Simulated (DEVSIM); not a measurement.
Device: Ni/HfO2/n-GaAs capacitor, at 300 K.

```csv
layer (left to right),material,thickness (nm),Nd (cm⁻³)
1,HfO2,6.10,-
2,GaAs,6400,1e16
```

Metal gate on the left, work function 5.1 eV. Fixed charge at the semiconductor interface -3.2e11 cm⁻² (in units of +e); no interface traps.

The device is made up for the run: typed textbook-type constants, with dimensions and the other settings drawn at random. Values at 300 K.

```csv
parameter,HfO2,GaAs
gap (eV),5.7,1.424
affinity (eV),2.5,4.07
permittivity,22,12.9
Nc (cm⁻³),-,4.7e17
Nv (cm⁻³),-,9e18
```

Simulated with DEVSIM: 1D Poisson equation in equilibrium, Boltzmann statistics, complete ionisation; no quantum confinement or tunnelling. Metal contacts follow the ideal Schottky-Mott rule: no Fermi-level pinning, no interface dipoles.

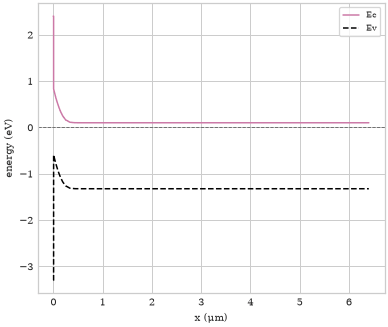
Figure. Band edges at 0.2 V on the gate

Energies count from the Fermi level of the right contact; mesh points crowd at the junctions.

```json
[
 {"x (μm)": "0.000", "Ec (eV)": "2.400", "Ev (eV)": "-3.300", "n (cm⁻³)": "< 1e2", "p (cm⁻³)": "< 1e2", "field (V/cm)": "250"},
 {"x (μm)": "0.001231", "Ec (eV)": "2.400", "Ev (eV)": "-3.300", "n (cm⁻³)": "< 1e2", "p (cm⁻³)": "< 1e2", "field (V/cm)": "250"},
 {"x (μm)": "0.003251", "Ec (eV)": "2.400", "Ev (eV)": "-3.300", "n (cm⁻³)": "< 1e2", "p (cm⁻³)": "< 1e2", "field (V/cm)": "250"},
 {"x (μm)": "0.005115", "Ec (eV)": "2.400", "Ev (eV)": "-3.300", "n (cm⁻³)": "< 1e2", "p (cm⁻³)": "< 1e2", "field (V/cm)": "250"},
 {"x (μm)": "0.006682", "Ec (eV)": "0.828", "Ev (eV)": "-0.596", "n (cm⁻³)": "5900", "p (cm⁻³)": "8.6e8", "field (V/cm)": "-44000"},
 {"x (μm)": "0.008870", "Ec (eV)": "0.818", "Ev (eV)": "-0.606", "n (cm⁻³)": "8600", "p (cm⁻³)": "5.9e8", "field (V/cm)": "-44000"},
 {"x (μm)": "0.01411", "Ec (eV)": "0.795", "Ev (eV)": "-0.629", "n (cm⁻³)": "21000", "p (cm⁻³)": "2.4e8", "field (V/cm)": "-43000"},
 {"x (μm)": "0.03207", "Ec (eV)": "0.719", "Ev (eV)": "-0.705", "n (cm⁻³)": "390000", "p (cm⁻³)": "1.3e7", "field (V/cm)": "-41000"},
 {"x (μm)": "0.06823", "Ec (eV)": "0.581", "Ev (eV)": "-0.843", "n (cm⁻³)": "8.2e7", "p (cm⁻³)": "62000", "field (V/cm)": "-36000"},
 {"x (μm)": "0.1477", "Ec (eV)": "0.341", "Ev (eV)": "-1.083", "n (cm⁻³)": "8.7e11", "p (cm⁻³)": "< 1e2", "field (V/cm)": "-25000"},
 {"x (μm)": "0.3380", "Ec (eV)": "0.111", "Ev (eV)": "-1.313", "n (cm⁻³)": "6.5e15", "p (cm⁻³)": "< 1e2", "field (V/cm)": "-2500"},
 {"x (μm)": "0.9900", "Ec (eV)": "0.100", "Ev (eV)": "-1.325", "n (cm⁻³)": "1.0e16", "p (cm⁻³)": "< 1e2", "field (V/cm)": "≈ 0"},
 {"x (μm)": "2.303", "Ec (eV)": "0.100", "Ev (eV)": "-1.325", "n (cm⁻³)": "1.0e16", "p (cm⁻³)": "< 1e2", "field (V/cm)": "≈ 0"},
 {"x (μm)": "4.415", "Ec (eV)": "0.100", "Ev (eV)": "-1.325", "n (cm⁻³)": "1.0e16", "p (cm⁻³)": "< 1e2", "field (V/cm)": "≈ 0"},
 {"x (μm)": "5.756", "Ec (eV)": "0.100", "Ev (eV)": "-1.325", "n (cm⁻³)": "1.0e16", "p (cm⁻³)": "< 1e2", "field (V/cm)": "≈ 0"},
 {"x (μm)": "6.119", "Ec (eV)": "0.100", "Ev (eV)": "-1.325", "n (cm⁻³)": "1.0e16", "p (cm⁻³)": "< 1e2", "field (V/cm)": "≈ 0"},
 {"x (μm)": "6.284", "Ec (eV)": "0.100", "Ev (eV)": "-1.325", "n (cm⁻³)": "1.0e16", "p (cm⁻³)": "< 1e2", "field (V/cm)": "≈ 0"},
 {"x (μm)": "6.352", "Ec (eV)": "0.100", "Ev (eV)": "-1.325", "n (cm⁻³)": "1.0e16", "p (cm⁻³)": "< 1e2", "field (V/cm)": "≈ 0"},
 {"x (μm)": "6.389", "Ec (eV)": "0.100", "Ev (eV)": "-1.325", "n (cm⁻³)": "1.0e16", "p (cm⁻³)": "< 1e2", "field (V/cm)": "≈ 0"},
 {"x (μm)": "6.399", "Ec (eV)": "0.100", "Ev (eV)": "-1.325", "n (cm⁻³)": "1.0e16", "p (cm⁻³)": "< 1e2", "field (V/cm)": "≈ 0"},
 {"x (μm)": "6.404", "Ec (eV)": "0.100", "Ev (eV)": "-1.325", "n (cm⁻³)": "1.0e16", "p (cm⁻³)": "< 1e2", "field (V/cm)": "≈ 0"},
 {"x (μm)": "6.406", "Ec (eV)": "0.100", "Ev (eV)": "-1.325", "n (cm⁻³)": "1.0e16", "p (cm⁻³)": "< 1e2", "field (V/cm)": "≈ 0"}
]
```
